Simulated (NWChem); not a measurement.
**doublet C2H5N+ at 4 levels**

Aim: a comparison of 4 runs (UHF/STO-3G, UHF/3-21G, UB3LYP/6-31G*) of doublet C2H5N+. 

The calculation is run with NWChem 7.3.0.

64 further runs of the same task are left out: 64 set aside as unsound or not needed.

**1. The system as given**

C2H5N+ has 8 atoms, charge +1, and is taken as a doublet. As SMILES of the parent species, `C1CN1`. The coordinates come from a PBE0-D4/def2-TZVP relaxation. That shape belongs to the parent species and isn't relaxed for this state.

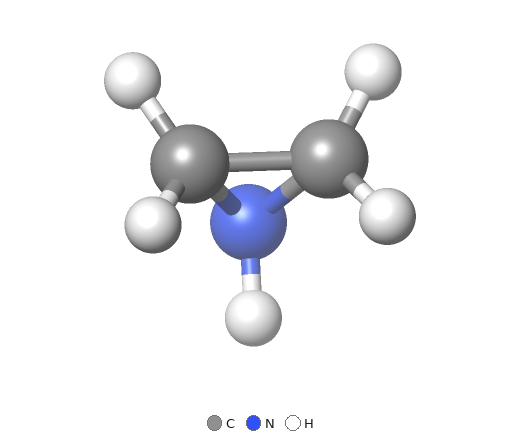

The structure, seen from a chosen angle (carbon grey, nitrogen blue, hydrogen white).

**2. The energy at UHF/STO-3G (run 1)**

Contents of test.xyz:

```xyz
8
C2H5N
C     -0.441950     0.372860    -0.526630
C      0.701820     0.041300     0.342680
N     -0.646410    -0.379240     0.705850
H     -0.523890    -0.146250    -1.476300
H     -0.850360     1.377350    -0.521460
H      1.130680     0.803020     0.984310
H      1.406100    -0.705720    -0.009460
H     -0.775990    -1.363310     0.501020
```

Contents of test.nw:

```
start test
title "C2H5N"
memory stack 880 mb heap 220 mb global 1100 mb
charge 1

geometry units angstrom noautosym nocenter noautoz
load test.xyz
end

basis spherical bse
* library STO-3G
end

scf
doublet
uhf
thresh 1e-08
maxiter 80
print medium
end

task scf energy
```

Launch:

```console
$ nwchem test.nw > test.out
```

What it wrote:

```text
[...]
  functions       =    20
[...]
  wavefunction    = UHF
[...]
         Total SCF energy =   -131.139625502935
      One electron energy =   -321.060612526496
      Two electron energy =    113.343201957935
 Nuclear repulsion energy =     76.577785065626
                       Sz =      0.5000
                 Sz(Sz+1) =      0.7500
                      S^2 =      0.7575
[...]
```

Run time: 2.2 s. Hardware: 1 thread of Intel Xeon Platinum 8259CL at 2.50GHz (Skylake/Cascade Lake), shared host; peak memory 0.099 GiB.

**3. The energy at UHF/3-21G (run 2)**

Contents of m1.xyz:

```xyz
8
C2H5N
C     -0.441950     0.372860    -0.526630
C      0.701820     0.041300     0.342680
N     -0.646410    -0.379240     0.705850
H     -0.523890    -0.146250    -1.476300
H     -0.850360     1.377350    -0.521460
H      1.130680     0.803020     0.984310
H      1.406100    -0.705720    -0.009460
H     -0.775990    -1.363310     0.501020
```

Contents of run.py:

```python
from ase.io import read
from ase.calculators.nwchem import NWChem

mol = read('m1.xyz')

calc = NWChem(
    label='m1',
    theory='scf',
    memory='2200 mb',
    basis='3-21G',
    basispar='spherical bse',
    charge=1,
    scf={'nopen': '1', 'uhf': None, 'thresh': '1e-08', 'maxiter': '80'},
    task='energy',
)
mol.calc = calc

print(f"energy = {mol.get_potential_energy():.6f} eV")
```

Launch:

```console
$ export ASE_NWCHEM_COMMAND="nwchem PREFIX.nwi > PREFIX.nwo"
$ python run.py
```

What it wrote:

```text
energy = -3591.101498 eV
```

The calculator wrote m1.nwi:

```
title "m1"

permanent_dir m1

scratch_dir m1

start m1

geometry units angstrom nocenter noautosym noautoz
  C  -4.4195000000000001e-01 3.7286000000000002e-01 -5.2663000000000004e-01
  C  7.0182000000000000e-01 4.1300000000000003e-02 3.4267999999999998e-01
  N  -6.4641000000000004e-01 -3.7924000000000002e-01 7.0584999999999998e-01
  H  -5.2388999999999997e-01 -1.4624999999999999e-01 -1.4762999999999999e+00
  H  -8.5036000000000000e-01 1.3773500000000001e+00 -5.2146000000000003e-01
  H  1.1306799999999999e+00 8.0301999999999996e-01 9.8431000000000002e-01
  H  1.4060999999999999e+00 -7.0572000000000001e-01 -9.4599999999999997e-03
  H  -7.7598999999999996e-01 -1.3633100000000000e+00 5.0102000000000002e-01
end

charge 1

memory 2200 mb

basis spherical bse noprint
   * library 3-21G
end

scf
  nopen 1
  uhf
  thresh 1e-08
  maxiter 80
end

task scf energy
```

m1.nwo:

```text
Northwest Computational Chemistry Package (NWChem) 7.3.0
             --------------------------------------------------------

           Job information
           ---------------

    nwchem branch   = 7.3.0
    use scalapack   = T
    input           = m1.nwi
    prefix          = m1.
    data base       = m1/m1.db
    status          = startup
    nproc           =        1

           Memory information
           ------------------

[... 5 lines left out ...]
    hardfail = no
[... 130 lines left out ...]
 1-e energy   =    -314.130893
[... 9 lines left out ...]
 Convergence threshold     :          1.000E-08
[... 17 lines left out ...]
      One electron energy =   -322.145260706086
[... 9 lines left out ...]
          Final alpha eigenvalues
[... 218 lines left out ...]
                     UHF Final Beta Molecular Orbital Analysis
[... 219 lines left out ...]
       Multipole analysis of the density wrt the origin
       ------------------------------------------------

     L   x y z        total         alpha         beta         nuclear
     -   - - -        -----         -----         ----         -------
     0   0 0 0      1.000000    -12.000000    -11.000000     24.000000

     1   1 0 0     -0.169647      3.019220      1.684945     -4.873811
[... 8 lines of this table left out ...]
     2   0 0 2    -11.138229    -24.474046    -20.687644     34.023461

 Task  times  cpu:        1.8s     wall:        1.8s
 Total times  cpu:        1.8s     wall:        1.8s
```

It took 3.3 s on 1 thread of Intel Xeon Platinum 8259CL at 2.50GHz (Skylake/Cascade Lake), shared host; peak memory 0.099 GiB.

**4. The energy at UB3LYP/6-31G(d) (Cartesian functions) (run 3)**

Contents of run.py:

```python
from ase import Atoms
from ase.calculators.nwchem import NWChem

system = Atoms(['C', 'C', 'N', 'H', 'H', 'H', 'H', 'H'], positions=[
    [-0.441950, 0.372860, -0.526630],
    [0.701820, 0.041300, 0.342680],
    [-0.646410, -0.379240, 0.705850],
    [-0.523890, -0.146250, -1.476300],
    [-0.850360, 1.377350, -0.521460],
    [1.130680, 0.803020, 0.984310],
    [1.406100, -0.705720, -0.009460],
    [-0.775990, -1.363310, 0.501020],
])

calc = NWChem(
    label='c2h5n',
    theory='dft',
    memory='2200 mb',
    basis='6-31G*',
    charge=1,
    dft={'xc': 'b3lyp', 'mult': '2', 'grid': 'xfine', 'convergence': 'energy 1e-08', 'iterations': '100', 'mulliken': None, 'print': 'low'},
    task='energy',
)
system.calc = calc

print("Total energy (eV):", round(system.get_potential_energy(), 6))
```

Launch:

```console
$ export ASE_NWCHEM_COMMAND="nwchem PREFIX.nwi > PREFIX.nwo"
$ python run.py
```

What it wrote:

```text
Total energy (eV): -3634.554366
```

The calculator wrote c2h5n.nwi:

```
title "c2h5n"

permanent_dir c2h5n

scratch_dir c2h5n

start c2h5n

geometry units angstrom nocenter noautosym noautoz
  C  -4.4195000000000001e-01 3.7286000000000002e-01 -5.2663000000000004e-01
  C  7.0182000000000000e-01 4.1300000000000003e-02 3.4267999999999998e-01
  N  -6.4641000000000004e-01 -3.7924000000000002e-01 7.0584999999999998e-01
  H  -5.2388999999999997e-01 -1.4624999999999999e-01 -1.4762999999999999e+00
  H  -8.5036000000000000e-01 1.3773500000000001e+00 -5.2146000000000003e-01
  H  1.1306799999999999e+00 8.0301999999999996e-01 9.8431000000000002e-01
  H  1.4060999999999999e+00 -7.0572000000000001e-01 -9.4599999999999997e-03
  H  -7.7598999999999996e-01 -1.3633100000000000e+00 5.0102000000000002e-01
end

charge 1

memory 2200 mb

basis noprint
   * library 6-31G*
end

dft
  xc b3lyp
  mult 2
  grid xfine
  convergence energy 1e-08
  iterations 100
  mulliken
  print low
end

task dft energy
```

c2h5n.nwo:

```text
Northwest Computational Chemistry Package (NWChem) 7.3.0
             --------------------------------------------------------

           Job information
           ---------------

    nwchem branch   = 7.3.0
    use scalapack   = T
    input           = c2h5n.nwi
    prefix          = c2h5n.
    data base       = c2h5n/c2h5n.db
    status          = startup
    nproc           =        1

           Memory information
           ------------------

[... 5 lines left out ...]
    hardfail = no
[... 38 lines left out ...]
            Nuclear Dipole moment (a.u.)
[... 104 lines left out ...]
         Total DFT energy =     -133.567410455471
[... 1 line left out ...]
           Coulomb energy =      132.982578772768
[... 1 line left out ...]
 Nuclear repulsion energy =       76.577785065626
[... 41 lines left out ...]
     ------------------------------------------
      Spin Density - Lowdin Population Analysis
     ------------------------------------------

    Atom       Charge   Shell Charges
 -----------   ------   -------------------------------------------------------
    1 C    6     0.11  -0.00  0.00  0.08  0.00  0.02  0.01
    2 C    6     0.11  -0.00  0.00  0.08  0.00  0.02  0.01
    3 N    7     0.72   0.00  0.04  0.44  0.02  0.20  0.02
[... 4 lines of this table left out ...]
    8 H    1     0.00   0.00 -0.00

     --------------------------
     Expectation value of S2:
     --------------------------
      <S2> =      0.7528 (Exact =     0.7500)

 Task  times  cpu:       57.2s     wall:       57.2s
 Total times  cpu:       57.2s     wall:       57.2s
```

Run time: 59 s. Hardware: 1 thread of Intel Xeon Platinum 8259CL at 2.50GHz (Skylake/Cascade Lake), shared host; peak memory 0.13 GiB.

**5. The energy at UB3LYP/6-31G(d) (spherical functions) (run 4)**

Contents of run.py:

```python
from ase import Atoms
from ase.calculators.nwchem import NWChem

mol = Atoms(['C', 'C', 'N', 'H', 'H', 'H', 'H', 'H'], positions=[
    [-0.441950, 0.372860, -0.526630],
    [0.701820, 0.041300, 0.342680],
    [-0.646410, -0.379240, 0.705850],
    [-0.523890, -0.146250, -1.476300],
    [-0.850360, 1.377350, -0.521460],
    [1.130680, 0.803020, 0.984310],
    [1.406100, -0.705720, -0.009460],
    [-0.775990, -1.363310, 0.501020],
])

calc = NWChem(
    label='run',
    theory='dft',
    memory='2200 mb',
    basis='6-31G*',
    basispar='spherical bse',
    charge=1,
    dft={'xc': 'b3lyp', 'mult': '2', 'grid': 'xfine', 'convergence': 'energy 1e-08', 'iterations': '100', 'mulliken': None},
    task='energy',
)
mol.calc = calc

e = mol.get_potential_energy()
print(f"E = {e:.6f} eV")
```

Launch:

```console
$ export ASE_NWCHEM_COMMAND="nwchem PREFIX.nwi > PREFIX.nwo"
$ python run.py
```

What it wrote:

```text
E = -3634.489288 eV
```

The calculator wrote run.nwi:

```
title "run"

permanent_dir run

scratch_dir run

start run

geometry units angstrom nocenter noautosym noautoz
  C  -4.4195000000000001e-01 3.7286000000000002e-01 -5.2663000000000004e-01
  C  7.0182000000000000e-01 4.1300000000000003e-02 3.4267999999999998e-01
  N  -6.4641000000000004e-01 -3.7924000000000002e-01 7.0584999999999998e-01
  H  -5.2388999999999997e-01 -1.4624999999999999e-01 -1.4762999999999999e+00
  H  -8.5036000000000000e-01 1.3773500000000001e+00 -5.2146000000000003e-01
  H  1.1306799999999999e+00 8.0301999999999996e-01 9.8431000000000002e-01
  H  1.4060999999999999e+00 -7.0572000000000001e-01 -9.4599999999999997e-03
  H  -7.7598999999999996e-01 -1.3633100000000000e+00 5.0102000000000002e-01
end

charge 1

memory 2200 mb

basis spherical bse noprint
   * library 6-31G*
end

dft
  xc b3lyp
  mult 2
  grid xfine
  convergence energy 1e-08
  iterations 100
  mulliken
end

task dft energy
```

run.nwo:

```text
Northwest Computational Chemistry Package (NWChem) 7.3.0
             --------------------------------------------------------

           Job information
           ---------------

    nwchem branch   = 7.3.0
    use scalapack   = T
    input           = run.nwi
    prefix          = run.
    data base       = run/run.db
    status          = startup
    nproc           =        1

           Memory information
           ------------------

[... 5 lines left out ...]
    hardfail = no
[... 38 lines left out ...]
            Nuclear Dipole moment (a.u.)
[... 87 lines left out ...]
          Convergence on density requested:  1.00D-05
[... 27 lines left out ...]
          Convergence aids based upon iterative change in
[... 31 lines left out ...]
 2-e energy   =     108.102068
[... 54 lines left out ...]
           Coulomb energy =      133.035388751001
[... 377 lines left out ...]
                     DFT Final Beta Molecular Orbital Analysis
[... 459 lines left out ...]
     Multipole analysis of the density
     ---------------------------------

     L   x y z        total         alpha         beta         nuclear
     -   - - -        -----         -----         ----         -------
     0   0 0 0      1.000000    -12.000000    -11.000000     24.000000

     1   1 0 0     -0.124218      2.845874      1.903719     -4.873811
[... 8 lines of this table left out ...]
     2   0 0 2    -10.680698    -24.033059    -20.671101     34.023461

 Task  times  cpu:       53.7s     wall:       53.7s
 Total times  cpu:       53.8s     wall:       53.8s
```

Wall time 55 s (1 thread of Intel Xeon Platinum 8259CL at 2.50GHz (Skylake/Cascade Lake), shared host); peak memory 0.13 GiB.

**6. The series**

```csv
run,level,Cartesian functions,iteration cap,energy (Eh),HOMO energy (eV),LUMO energy (eV),⟨S²⟩,wall time
1,UHF/STO-3G,no,80,-131.139626,-19.93,-4.88,0.757,2.2 s
2,UHF/3-21G,no,80,-131.970547,-20.15,-6.20,0.759,3.3 s
3,UB3LYP/6-31G* (Cartesian functions),yes,100,-133.567410,–,–,0.753,59 s
4,UB3LYP/6-31G* (spherical functions),no,100,-133.565019,-16.31,-12.49,0.753,55 s
```

**7. What came out**

```
                                 quantity          value
                      run 4: total energy  -133.56502 Eh
run 4: HOMO energy (highest over α and β)      -16.31 eV
 run 4: LUMO energy (lowest over α and β)      -12.49 eV
                              run 4: ⟨S²⟩          0.753
```

In run 1 the basis is minimal, so the values are rough. All runs together took 2 min, the longest 59 s.
